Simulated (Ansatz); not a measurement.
## A failed many-body run on Zn3SbN3 (Cm)

What is wrong with this input for Zn3SbN3 (Cm)?

Main program and level: Ansatz 0.2.0; G0W0 on PBE, plane waves, PAW; PAW set soft_1.

### Step 1. Starting point

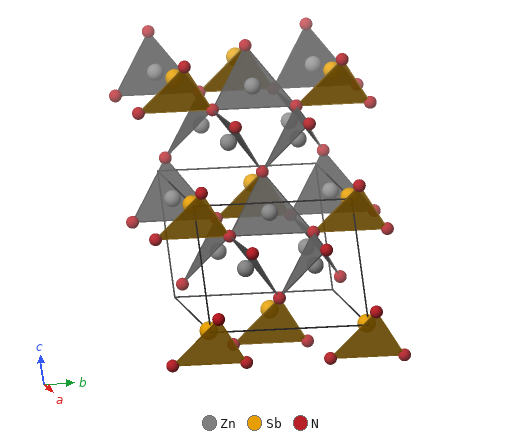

The cell as given, slightly off an axis (zinc grey, antimony orange, nitrogen red). 1×1×2 cells are drawn. This picture shows the conventional cell, with its axes. Some periodic images of atoms are drawn too.

The cell and positions are those that the Materials Project relaxed with its own functionals (PBE, PBE+U or r2SCAN), kept fixed. Spin-orbit coupling is left out unless a step names it.

### Step 2. First try

The input, input.yaml:

```yaml
crystal:
  lattice:
    - [3.3938895471, -3.283248115, 0.0]
    - [3.3938895471, 3.283248115, 0.0]
    - [-3.2155964401, 0.0, 4.5561292986]
  atoms:
    - { symbol: Zn, position: [0.64265811, 0.64265811, 0.11808447] }
    - { symbol: Zn, position: [0.75601403, 0.31486041, 0.51982585] }
    - { symbol: Zn, position: [0.31486041, 0.75601403, 0.51982585] }
    - { symbol: Sb, position: [0.06050886, 0.06050886, 0.00241463] }
    - { symbol: "N", position: [0.41103526, 0.94206134, 0.29988336] }
    - { symbol: "N", position: [0.94206134, 0.41103526, 0.29988336] }
    - { symbol: "N", position: [0.698722, 0.698722, 0.81219049] }
kpoints:
  mp_grid: { grid: [4, 4, 4] }
hamiltonian:
  xc: pbe
  pseudopotentials: { kind: paw, azcp: { folder: soft_1 } }
scf:
  occupations: { method: fixed }
gw:
  n_empty_bands: 107
  ecut_chi: 2
  qp_bands: [v2, c2]
  qp_kpoints: band_edges
  screening: { model: contour_deformation }
```

Command:

```console
$ ansatz run input.yaml --threads 2 --pin off --max-ram 92160MiB --backend cuda --events-out ev --progress --plain --runs-dir out --devices 1 --max-vram 13GiB
```

Numbers of over 12 decimals in the logs are rounded to 6 here.

What it wrote:

```text
GPUs: using 1 of 1 available (devices: 1).
Engine: ansatz 0.2.0, x86_64-unknown-linux-gnu
Pseudopotentials: kind: paw
Pseudopotential: Zn, paw, valence charge 12, recommended cutoff 420 eV (normal), soft_1/Zn.paw.azcp
Pseudopotential: Sb, paw, valence charge 15, recommended cutoff 420 eV (normal), soft_1/Sb.paw.azcp
Pseudopotential: N, paw, valence charge 5, recommended cutoff 420 eV (normal), soft_1/N.paw.azcp
Functional definition: PBE
  parameter kappa = 0.804
  parameter beta = 0.066725
  exchange = pbe_x(kappa = kappa, mu = beta*pi^2/3)
  correlation = pbe_c(beta = beta)
device memory: the entry about to start is reckoned to put 1.4 GiB on a device that reports 54.8 GiB free (of which the cap on the GPU budget leaves the run 13.0 GiB)
GPU FFT provider: cuFFT
GPU libraries: cuBLAS 13.8.2, cuFFT 12.4.0, cuSOLVER 12.3.4
Crystal: 7 atoms, lattice volume = 101.538 Å³
Basis set: ecut = 420 eV, 1987 PW (Γ)
Bands: 40, of which v1, the nominal top of the filled ones, is band 33 counted from 1 (32 counted from 0)
Symmetry: 2 space group operations
Space group: Cm (ITA 8), of the structure as read, at distance tolerance 4.7e-5 Å
k-points: 24 of 64 (time reversal used)
Non-local potential: Zn, projectors of the file, l = 0: 2, l = 1: 2, l = 2: 3, l = 3: 1
Non-local potential: Sb, projectors of the file, l = 0: 2, l = 1: 2, l = 2: 2, l = 3: 1
Non-local potential: N, projectors of the file, l = 0: 2, l = 1: 2, l = 2: 1
PAW form: soft (Blöchl's): semilocal exchange-correlation on the pseudo side does not see the compensation charge
PAW one-centre angular grid: Zn, 590 points (default); XC on 64 Gauss nodes
PAW one-centre angular grid: Sb, 590 points (default); XC on 64 Gauss nodes
PAW one-centre angular grid: N, 110 points (default); XC on 64 Gauss nodes
Initial density: superposition of atomic densities (chi_scale 0.1, normalization cell, long waves kept (reshape's long-wave potential 0.03 eV rms))
Initial wavefunctions: pseudopotential atomic-orbital guess
GPU buffer pool allocated for 40960 grid points (all kernels)
GPU transforms: local potential and band sums: pruned to the plane-wave sphere, on 32×32×40
Functional: x = pbe(κ = 0.804, μ = 0.219515), c = pbe(β = 0.066725)
SCF iter   1: F=—  HF=-17594.624425 eV  |F-HF|=—  |Δ(HF+E_count)|=         —  Δρ=7.68e-2  dr2=7.41e0  ethr=3.10e-3  ⟨swp⟩=4.9  Hψ=3781  notcnv=0  defer=117
preconditioner: auto → Resta (q_TF=auto, 2.539 Å⁻¹)  ε∞=5.2  [insulator: Δε(μ)=2.150 eV  Ē_g=14.526 eV  n_scr=30 (ndim 8)  ℏωp=29.9 eV  f_vac=0.006  ε∞_Penn≈5.2]
SCF iter   2: F=—  HF=-17592.876989 eV  |F-HF|=—  |Δ(HF+E_count)|=    1.75e0  Δρ=2.91e-2  dr2=5.28e-1  ethr=3.10e-3  ⟨swp⟩=3.0  Hψ=1963  notcnv=0  defer=120
SCF iter   3: F=—  HF=-17592.782953 eV  |F-HF|=—  |Δ(HF+E_count)|=   9.40e-2  Δρ=1.55e-2  dr2=1.94e-1  ethr=8.00e-4  ⟨swp⟩=3.0  Hψ=1775  notcnv=0  defer=120
SCF iter   4: F=—  HF=-17592.777374 eV  |F-HF|=—  |Δ(HF+E_count)|=   5.58e-3  Δρ=9.10e-3  dr2=4.52e-2  ethr=2.93e-4  ⟨swp⟩=2.2  Hψ=1516  notcnv=0  defer=120
SCF iter   5: F=—  HF=-17592.765761 eV  |F-HF|=—  |Δ(HF+E_count)|=   1.16e-2  Δρ=2.02e-3  dr2=3.27e-3  ethr=6.84e-5  ⟨swp⟩=2.0  Hψ=1776  notcnv=0  defer=120
SCF iter   6: F=—  HF=-17592.767302 eV  |F-HF|=—  |Δ(HF+E_count)|=   1.54e-3  Δρ=4.10e-4  dr2=1.85e-4  ethr=4.95e-6  ⟨swp⟩=2.0  Hψ=1582  notcnv=0  defer=120
SCF iter   7: F=—  HF=-17592.767482 eV  |F-HF|=—  |Δ(HF+E_count)|=   1.80e-4  Δρ=2.57e-4  dr2=6.60e-5  ethr=2.81e-7  ⟨swp⟩=2.0  Hψ=1693  notcnv=0  defer=119
SCF iter   8: F=—  HF=-17592.767503 eV  |F-HF|=—  |Δ(HF+E_count)|=   2.10e-5  Δρ=2.21e-4  dr2=4.39e-5  ethr=1.00e-7  ⟨swp⟩=2.0  Hψ=1560  notcnv=0  defer=76
SCF iter   9: F=—  HF=-17592.767495 eV  |F-HF|=—  |Δ(HF+E_count)|=   8.11e-6  Δρ=4.50e-5  dr2=1.52e-6  ethr=6.66e-8  ⟨swp⟩=2.0  Hψ=1486  notcnv=0  defer=74
[...]
k-point 1: bands = [... 29 lower, 6.4645, 7.3551, 7.6157, 8.3549, 9.9926, 11.9221, 12.2162, 13.1084, ... 3 higher]
  k-point 2: bands = [... 29 lower, 7.0056, 7.1857, 7.3892, 8.2869, 10.3845, 11.2203, 11.4816, 13.4601, ... 3 higher]
  k-point 23: bands = [... 29 lower, 7.2666, 7.4235, 7.9664, 8.4089, 11.7638, 12.5638, 13.1683, 13.3229, ... 3 higher]
--- G₀W₀: contour deformation, 6 samples at zero and on the imaginary axis and 2 off it, 64 q-points, 107 empty bands' worth ---
  eigenvalues of the whole cell's RPA ε∞ on this k-mesh (on a slab, of 1 + 4πα/V) = 7.9467, 8.7797, 8.9060; static W/v taken at q = 0 is 0.117218
  gw.qp_kpoints: band_edges: 24 of 24 stored k-points solved, in 2 passes; an edge of the gap read off the rows below is read off those points alone
  `?` marks the rows in doubt; gw_qp.tsv's column doubts and the gw_qp event give each row's grounds
    ik  band        ε_KS         Σx   Σc(E_QP)       V_xc       Z   E_QP_lin       E_QP  E_QP is
     0    32      7.6413   -25.2702     2.6066   -20.9073  0.8596     5.8210     5.8849  root
     0    33      7.9778   -25.3477     2.5681   -21.1778  0.8603     6.2662     6.3760  root ?
     0    34     10.8624   -10.7158    -2.3153   -14.5119  0.8689    12.4020    12.3431  root
     0    35     11.8003   -13.2262    -2.3844   -16.9492  0.8594    13.1843    13.1389  root
     1    32      7.6157   -25.2692     2.6012   -20.9011  0.8606     5.7860     5.8488  root
     1    33      8.3549   -23.5305     2.2191   -20.0887  0.8651     7.0998     7.1322  root
     1    34      9.9926   -11.6020    -2.0567   -14.9433  0.8726    11.3088    11.2772  root
     1    35     11.9221   -10.3239    -2.5591   -14.6183  0.8608    13.7221    13.6574  root
     2    32      7.3892   -24.3689     2.6155   -20.0658  0.8599     5.6364     5.7017  root ?
     2    33      8.2869   -23.1070     2.1139   -19.8979  0.8655     7.1680     7.1917  root
     2    34     10.3845   -11.6563    -2.1589   -15.2221  0.8688    11.8376    11.7914  root
     2    35     11.2203   -10.2083    -2.3955   -14.1243  0.8683    12.8104    12.7407  root
     3    32      7.5415   -25.6323     2.6368   -21.1519  0.8590     5.6271     5.6979  root
     3    33      8.3033   -23.4654     2.2974   -19.8973  0.8636     6.9945     7.0326  root
     3    34     10.9467   -11.2510    -2.2825   -14.9445  0.8666    12.4080    12.3577  root
     3    35     11.7556   -10.5191    -2.5224   -14.6288  0.8618    13.4431    13.3430  root ?
     4    32      7.2358   -24.6698     2.6436   -20.2936  0.8573     5.4369     5.5032  root
[...]
7    35     11.8030    -9.4102    -2.5359   -13.6377  0.8633    13.5569    13.4946  root ?
[...]
9    32      7.8328   -25.4854     2.5640   -21.3379  0.8628     6.1517     6.2493  root ?
[...]
11    32      7.5276   -24.8611     2.6097   -20.5624  0.8607     5.7743     5.8387  root ?
[...]
11    34     10.8729   -11.4945    -2.3768   -15.4538  0.8681    12.5461    12.4554  root ?
[...]
12    33      7.8739   -25.0913     2.6544   -20.8231  0.8613     6.1414     6.2601  root ?
    12    34     10.9143   -11.0263    -2.3605   -14.9806  0.8678    12.6054    12.5081  root ?
[...]
13    35     11.7326    -9.8455    -2.5646   -14.0208  0.8618    13.4602    13.3434  root ?
[...]
15    34     11.0927   -10.7797    -2.3921   -14.7564  0.8668    12.7701    12.6773  root ?
[...]
17    32      7.9260   -25.3583     2.6189   -21.1255  0.8618     6.1939     6.3121  root ?
[...]
18    34     10.4011    -9.5137    -2.2712   -13.3863  0.8714    12.0997    12.0025  root ?
[...]
20    34     11.0900   -10.4233    -2.4500   -14.4901  0.8671    12.8223    12.7068  root ?
    20    35     11.6102    -9.9107    -2.5623   -14.0566  0.8622    13.2931    13.1938  root ?
    21    32      7.6800   -25.0637     2.6490   -20.8121  0.8615     5.9681     6.0774  root ?
[...]
22    34     11.4351   -10.4801    -2.4616   -14.8564  0.8673    13.4120    13.3498  root
    22    35     12.0825   -10.8490    -2.6438   -15.2930  0.8569    13.9545    13.8826  root
    23    32      7.9664   -26.6342     2.6593   -22.0748  0.8622     5.9997     6.0663  root
    23    33      8.4089   -25.8767     2.5967   -21.6702  0.8638     6.6860     6.7991  root ?
    23    34     11.7638    -9.1635    -2.5529   -13.4518  0.8614    13.5620    13.4992  root
    23    35     12.5638   -10.0490    -2.7255   -14.5820  0.8524    14.4411    14.3713  root
[key lines of the parts left out:]
SCF converged after 12 iterations
Free energy (F): -17592.767496 eV
Fermi energy:    8.560593 eV
```

The job ended after 23 s (1 × NVIDIA H100 80GB HBM3 (shared by 6 runs) with 2 threads of AMD EPYC 7R13 (Zen 3), shared host; peak memory 1.2 GiB; 40 s of CPU time).

**What went wrong?**

The run ended normally, though the input holds a fault or crude settings.

The fault: screening cutoff of a few eV. Such a cutoff keeps only a few plane waves in the dielectric matrix, so local fields and the Coulomb hole are lost.

It printed a gap of 4.08 eV, which is an artefact of the settings.

### Step 3. A better input

Now the one-shot GW correction: screening in the RPA, then the self-energy of the levels asked for. This step takes PAW set soft_1 files.

input.yaml: that of step 2 with these lines changed.

```diff
@@ -21,4 +21,4 @@
 gw:
-  n_empty_bands: 107
-  ecut_chi: 2
+  n_empty_bands: 132
+  ecut_chi: 69
   qp_bands: [v2, c2]
```

What it wrote:

```text
GPUs: using 1 of 1 available (devices: 1).
[...]
GPU FFT provider: cuFFT
GPU libraries: cuBLAS 13.8.2, cuFFT 12.4.0, cuSOLVER 12.3.4
Crystal: 7 atoms, lattice volume = 101.538 Å³
Basis set: ecut = 420 eV, 1987 PW (Γ)
Bands: 40, of which v1, the nominal top of the filled ones, is band 33 counted from 1 (32 counted from 0)
[... 1 set-up line as in the run before ...]
[...]
k-points: 24 of 64 (time reversal used)
[...]
GPU buffer pool allocated for 40960 grid points (all kernels)
[...]
SCF iter   1: F=—  HF=-17594.624425 eV  |F-HF|=—  |Δ(HF+E_count)|=         —  Δρ=7.68e-2  dr2=7.41e0  ethr=3.10e-3  ⟨swp⟩=4.9  Hψ=3781  notcnv=0  defer=117
[...]
SCF iter  12: F=-17592.767496 eV  HF=-17592.767496 eV  |F-HF|=9.56e-9  |Δ(HF+E_count)|=   6.20e-9  Δρ=4.59e-6  dr2=1.83e-8  ethr=1.52e-10  ⟨swp⟩=9.4  Hψ=4252  notcnv=0
SCF 1 converged in 12 iterations: F = -17592.767496 eV  dr2 = 1.83e-8
[...]
0    32      7.6413   -25.2702     3.9506   -20.9073  0.7347     7.2250     7.2290  root
     0    33      7.9778   -25.3477     3.7160   -21.1778  0.7412     7.5195     7.5240  root
     0    34     10.8624   -10.7158    -3.4231   -14.5119  0.7823    11.2379    11.2354  root
     0    35     11.8003   -13.2262    -3.2135   -16.9492  0.7642    12.3156    12.3098  root
     1    32      7.6157   -25.2692     3.9979   -20.9011  0.7333     7.2423     7.2455  root
     1    33      8.3549   -23.5305     3.1334   -20.0887  0.7472     8.0448     8.0466  root
     1    34      9.9926   -11.6020    -3.0084   -14.9433  0.7847    10.3270    10.3255  root
     1    35     11.9221   -10.3239    -3.7674   -14.6183  0.7653    12.4557    12.4491  root
[...]
23    32      7.9664   -26.6342     4.1885   -22.0748  0.7348     7.5926     7.5955  root
    23    33      8.4089   -25.8767     3.9416   -21.6702  0.7351     8.1425     8.1439  root
    23    34     11.7638    -9.1635    -3.7781   -13.4518  0.7692    12.2796    12.2740  root
    23    35     12.5638   -10.0490    -3.9726   -14.5820  0.7505    13.1338    13.1243  root
[key lines of the parts left out:]
SCF converged after 12 iterations
Free energy (F): -17592.767496 eV
Fermi energy:    8.560593 eV
```

Elapsed: 33 s, on 1 × NVIDIA H100 80GB HBM3 (shared by 6 runs) with 2 threads; peak memory 1.3 GiB.

Numbers from this step:

- bands summed: 165
- RPA ε∞ on this mesh (eigenvalues): 7.283, 8.242, 8.258
- plane waves in the screening matrix: 131
- q-points in the mesh: 64
- G0W0 gap on the mesh: 2.074 eV
- k of the valence top: 0.25, -0.25, 0
- k of the conduction bottom: 0, 0, 0.25
- starting gap on the mesh: 1.432 eV
- Z at the valence top: 0.7462
- Z at the conduction bottom: 0.7847
- least direct G0W0 gap on the computed points: 2.279 eV

The gap on the mesh goes from 1.43 eV to 2.07 eV, a correction of +0.64 eV. Between the two edge states, bare exchange in place of the xc potential would open the gap by 7.02 eV, and correlation takes back 6.37 eV.

### Step 4. Summary of results

- first try: converged after 23 s
- better run: G0W0 gap on the mesh 2.07 eV (4×4×4 mesh, 132 empty bands, screening to 69 eV, PAW set soft_1 files)

**Reading.** The second run differs in: empty bands and screening cutoff (eV). Bands and cutoff are finite, so the gap is not at the basis limit. The miss can reach some tenths of an eV and take either sign; the mesh is an error of its own. The many-body steps are scalar-relativistic: spin-orbit coupling is not in them.

[Paths, hosts, dates, memory and timing lines, banners, echoed tables and standing remarks are left out of the program output.]

[Logs are printed without paths, hosts, clocks, repeated set-up lines and the standing remarks that a program may print on its own settings, such as how far it seeks lower states.]

[Runs of the session that timed out or met a known fault of the program may be left out.]

[Cells called generated may have been cut or substituted from an entry of the Crystallography Open Database or the Materials Project.]

[Hosts, paths, dates, database ids (printed as entryN), source tags and the programs' standing remarks are cut or masked in the printed files.]
